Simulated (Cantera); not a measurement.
Charge: 1 mol Si3N4, a varied amount of N2O, 38 mol N2, 0.0018 mol O2, equilibrated at 1925 K and 0.280 bar.

Equilibrium computed with Cantera from the NASA thermochemical tables; the gas is ideal and each condensed phase is pure. Candidate condensed phases: Si, SiO2, Si2N2O, Si3N4; 16 gas species. Mutual solubility and eutectic melting of coexisting phases are not modelled. Equilibrium is a limit: real reactors are often held back by kinetics, nucleation or transport.

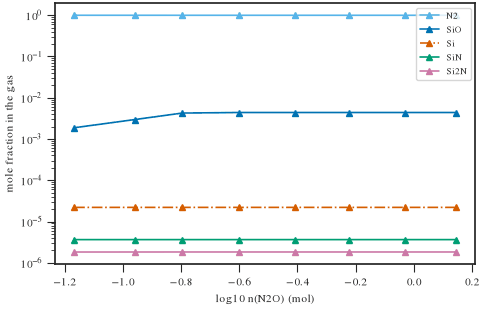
*Equilibrium gas composition (values under 1e-9 drawn at 1e-9)*

### Question
Read off the mole fractions at 0.25 mol N2O.

### Answer
N2 about 1.00, SiO about 0.0044, Si about 2.2e-5, SiN about 3.7e-6, Si2N about 1.8e-6.
